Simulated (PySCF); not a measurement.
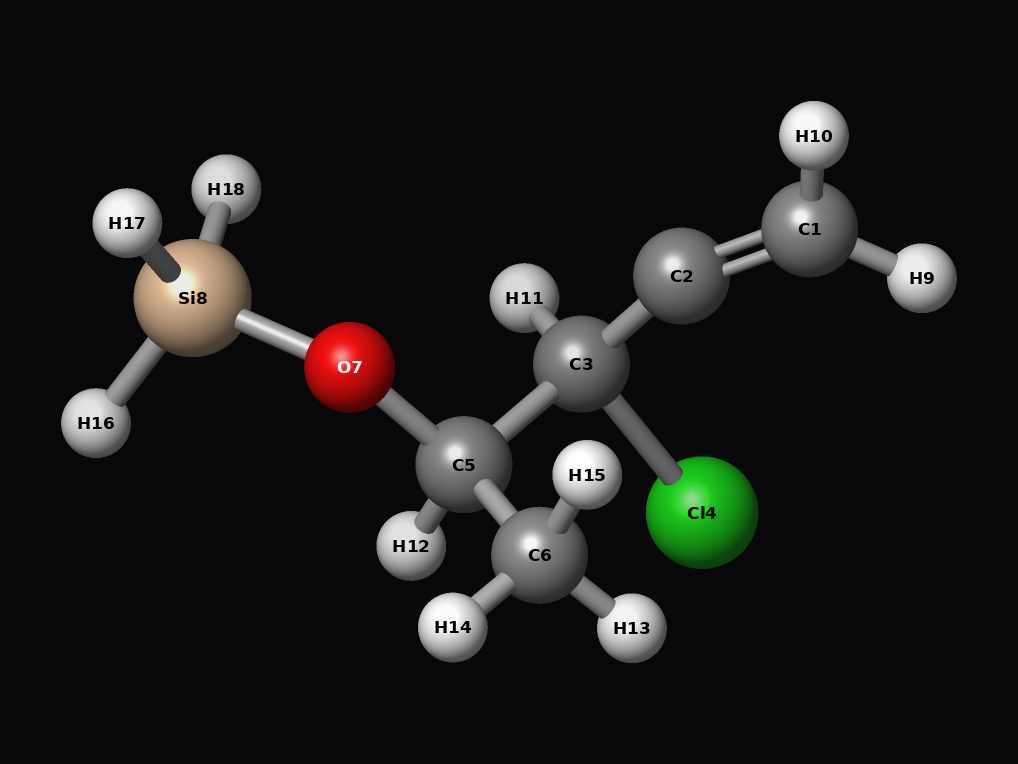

State: neutral, doublet. The computed structure is the end point of a GFN2-xTB optimisation. No frequency run is at hand to confirm it as a minimum. Method: UKS B3LYP, pcH-1 on C Cl H O Si, non-relativistic (PySCF 2.14.0). Fermi-contact and spin-dipolar terms alone, no spin-orbit part.

> Which nucleus has the largest dipolar (anisotropic) hyperfine coupling?

13C at C2: principal values −73.6, −56.8, 130.4 MHz.

List the isotropic and dipolar parts for the most strongly coupled nuclei, one of each equivalent set.

```
atom  isotope  a_iso (MHz)   dipolar part (MHz)
  C2      13C        119.9  −73.6, −56.8, 130.4
 Cl4     35Cl         44.5   −44.6, −43.3, 87.8
  C1      13C        −36.3     −14.1, 3.1, 11.0
 H11       1H         20.8      −7.6, −2.0, 9.6
 H10       1H        128.8      −5.1, −3.8, 9.0
  C3      13C         55.4      −7.5, −0.4, 7.8
  H9       1H        163.2      −4.3, −1.9, 6.3
 H15       1H          0.1      −3.4, −2.6, 6.0
```

The geometry is semi-empirical. Around Si such bond lengths and angles can be off by a tenth of an ångström or more and by several degrees, and values that hang on the shape move with them.
